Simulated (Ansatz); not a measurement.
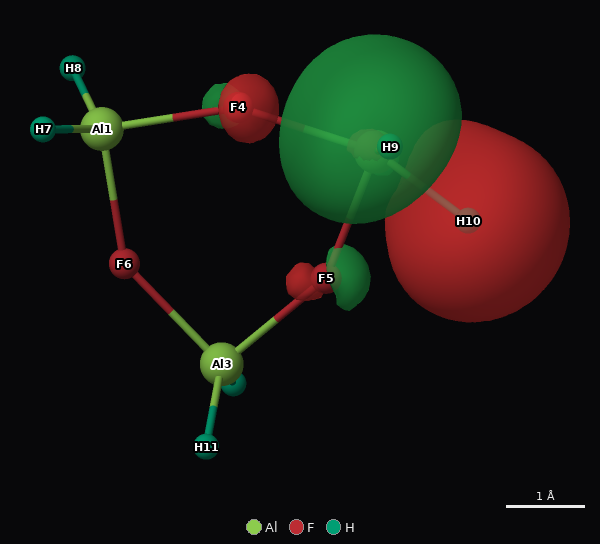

*Al3F3H6 (triplet). The HOMO−1 (α) at ±0.1 Å⁻³ᐟ² (green and red are the two phases), seen at a tilt.*

Geometry: r2SCAN-D4/def2-SVP.

Method: isolated molecule in a Gaussian basis; Kohn-Sham density functional theory, functional PBE0 (Ansatz 0.2.0).

Input file:

```
basis:
  gaussian: {orbitals: def2-SVPD}
crystal:
  periodic: [false, false, false]
  atoms:
    - symbol: Al
      position_ang: [2.108581, -0.041628, 0.318959]
    - symbol: Al
      position_ang: [-1.129668, 1.265903, 1.065354]
    - symbol: Al
      position_ang: [-0.715506, -1.673366, -0.895077]
    - symbol: F
      position_ang: [0.701471, 0.942532, 0.907227]
    - symbol: F
      position_ang: [-1.358333, -0.245153, 0.034001]
    - symbol: F
      position_ang: [1.012816, -1.226596, -0.534624]
    - symbol: H
      position_ang: [2.857723, 0.790606, -0.791794]
    - symbol: H
      position_ang: [2.733329, -0.789419, 1.559469]
    - symbol: H
      position_ang: [-1.160989, 2.673735, 0.146909]
    - symbol: H
      position_ang: [-2.534993, 2.000318, 0.200247]
    - symbol: H
      position_ang: [-0.969101, -1.397469, -2.426709]
    - symbol: H
      position_ang: [-1.054231, -2.972096, -0.067231]
magnetization: {spin_polarized: true, initial_magnetization: 2}
hamiltonian: {xc: {name: PBE0}}
output: {forces: true, orbitals: {seedname: orbitals}}
```

Launched as:

```sh
ansatz run input.yaml --threads 2 --pin off --max-ram 4350MiB --events-out events.jsonl --progress --plain --runs-dir runs
```

### What is the character of this orbital?

It lies mainly on H10 (about 35 %), H9 (about 30 %) and Al2 (about 30 %). Its energy is −7.30 eV.
